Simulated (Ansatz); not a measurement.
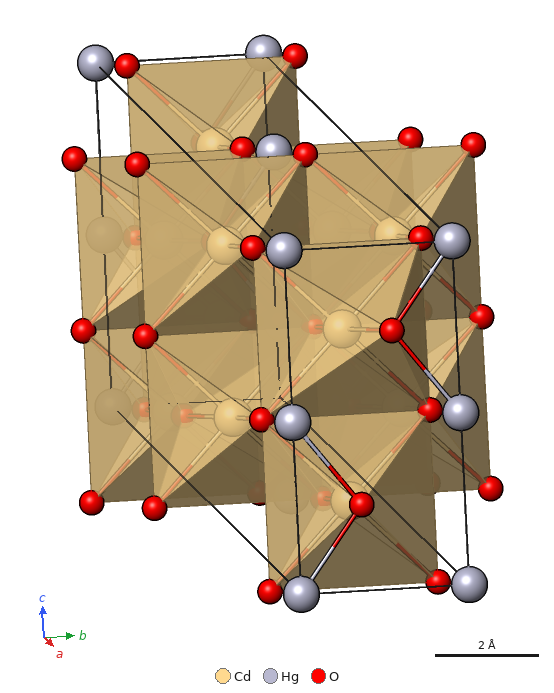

Polyhedral drawing of the structure, looking slightly off an axis. The conventional unit cell is outlined; an atom on or near a face, edge or corner is repeated at each equivalent position. A few atoms beyond the faces are included.

Cd₂HgO₃, space group C2/c (No. 15), a = 15.646 Å, b = 3.370 Å, c = 6.712 Å, α = 90.00°, β = 102.39°, γ = 90.00°. Its origin is a structure type filled with these elements by a generator (whether the compound takes this form wasn't checked). Earlier steps of the study, as a rule a relaxation of our own, may have changed the cell and positions, so they can lie some per cent off the listed ones. An electronic-structure calculation with Ansatz was run on it.

This one geometry was computed with Ansatz (DFT, plane waves, PAW) at three levels of theory: PBE, r2SCAN and PBEsol.

> Which level gives the highest pressure at this volume, and what does that say about its equilibrium volume?

Highest: PBE (0.0 GPa), which points to the largest equilibrium volume. Lowest, with the smallest volume: PBEsol (-6.1 GPa). Levels within 0.5 GPa of each other can't be told apart.

> How does the band gap change with the level of theory?

PBEsol: a gap of 0.26 eV, indirect; PBE: a gap of 0.29 eV, indirect; r2SCAN: a gap of 0.47 eV, indirect.

> Collect the results in a table.

| level | cutoff (eV) | k-mesh of the run's cell | gap (eV) | pressure (GPa) |
| --- | --- | --- | --- | --- |
| PBE | 420 | 12×12×6 | 0.29 | 0.0 |
| r2SCAN | 500 | 12×12×6 | 0.47 | -4.9 |
| PBEsol | 420 | 12×12×6 | 0.26 | -6.1 |

Gaps are taken on the k-mesh or band path of each run.
